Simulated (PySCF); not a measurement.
**CH₇B₃O₄Si (SMILES CB1OBOB(O[SiH3])O1): density, localisation and related maps**

The calculation's input:

```
{"job": {"kind": "nmr", "xc": "PBE0", "basis": "pcSseg-1", "solvent": "benzene", "pop": false}, "charge": 0, "multiplicity": 1}
C     -2.676875    -1.407730     0.451993
B     -1.607809    -0.330842    -0.008748
O     -1.992272     0.761338    -0.746337
B     -1.083165     1.684011    -1.149336
O      0.226269     1.540919    -0.828371
B      0.641283     0.455377    -0.087396
O      1.909207     0.315829     0.241170
Si     3.477188     0.019483     0.437620
O     -0.289586    -0.472178     0.313161
H     -3.095373    -1.921210    -0.410138
H     -3.509333    -0.933827     0.964875
H     -2.244510    -2.153065     1.111078
H     -1.424881     2.609225    -1.777926
H      3.659833    -1.433163     0.461075
H      4.193517     0.622255    -0.687842
H      3.816508     0.643579     1.715122
```

Run with:

```sh
OMP_NUM_THREADS=1 python ens_run.py task.json out
```

Geometry: GFN2-xTB.

All numbers below come from PBE0/pcSseg-1, SCF density, in a benzene solvent model, non-relativistic in PySCF 2.14.0.

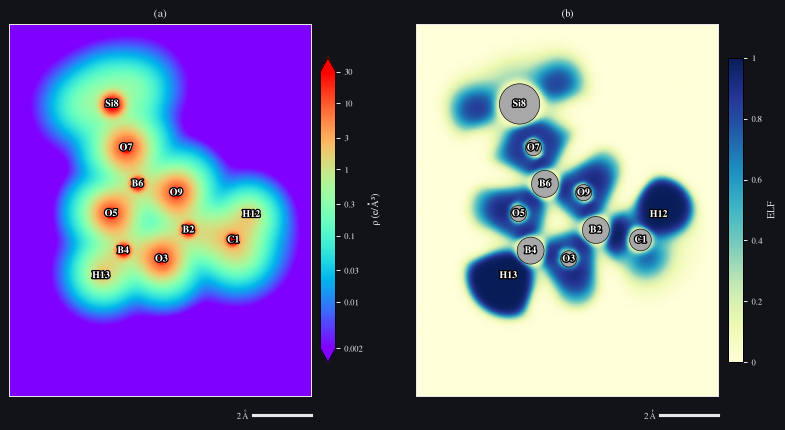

Figure 1. (a) electron density; (b) electron localisation function on the plane of atoms O5, B4 and H13. Grey discs cover the atomic cores in the ELF map.

Interpret the plot.

Answer.
- Atoms in the plane: C, B, O, Si and H.
- B–O (1.32 Å): ρ at the midpoint is about 2.3 e/Å³; the ELF peaks at about 0.90 between the atoms: a polar covalent bond.
- C–B (1.59 Å): ρ is about 1.4 e/Å³ halfway; the ELF peaks at about 1 between the atoms (a covalent bond).
- Si–O (1.61 Å): the density is about 1.1 e/Å³ at the midpoint; the ELF peaks at about 0.85 between the atoms; a short, strongly polar bond.
- C–H (1.08 Å): the density is about 2 e/Å³ at the midpoint; the ELF climbs to about 1 towards the hydrogen, as it does in any bond to H (a covalent bond by its length).
- B–O (1.36 Å): ρ at the midpoint is about 2.1 e/Å³; the ELF peaks at about 0.90 between the atoms; a polar covalent bond.
- The ELF also peaks beside O3, O5, O9 and O7, away from the bonds: lone-pair regions.

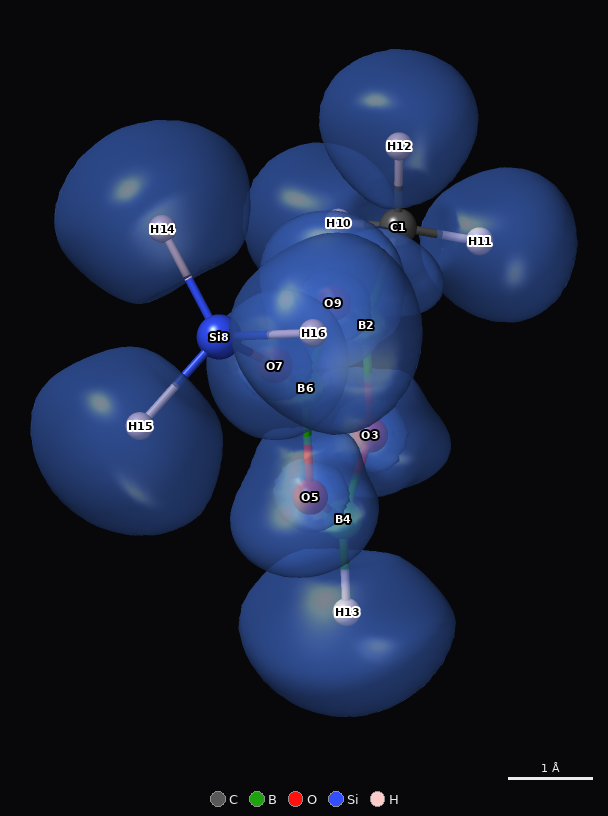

Figure 2. Isosurface of the electron localisation function at 0.75 (blue), seen at an oblique angle. Core shells and regions of very low density are left out.

Identify the bonds, lone pairs and shells in this picture.

Answer. At this value the surface marks out one region between bonded B–C atoms (shared pairs), seven regions around hydrogen nuclei and four regions on O in which the atom's valence shell and bonds are merged.

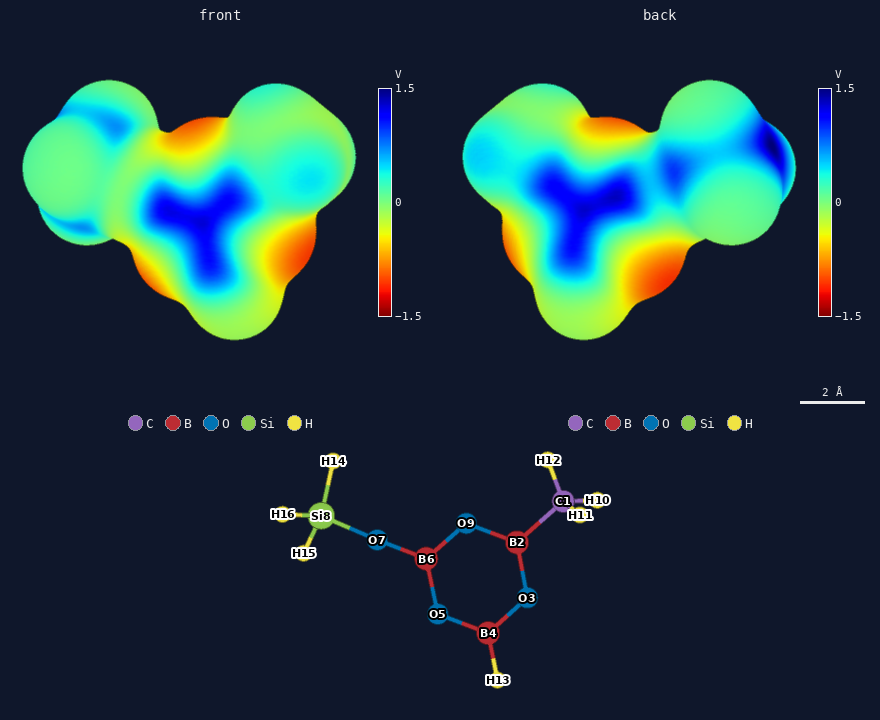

Figure 3. The molecular electrostatic potential painted on the density surface at 0.001 e/bohr³, seen from the front and from behind; the colour scale runs from red (negative) to blue (positive). The bare structure is drawn below in the same view.

Which sites attract a positive test charge, and which a negative one?

Answer. A positive charge is drawn to the negative regions and a negative charge to the positive ones. The most negative region (about −1.0 V) lies over O3 and O5, the most positive (about +1.4 V) over B6 and Si8.

How polar is the molecule by this calculation?

Answer. Its dipole moment is 1.25 D.
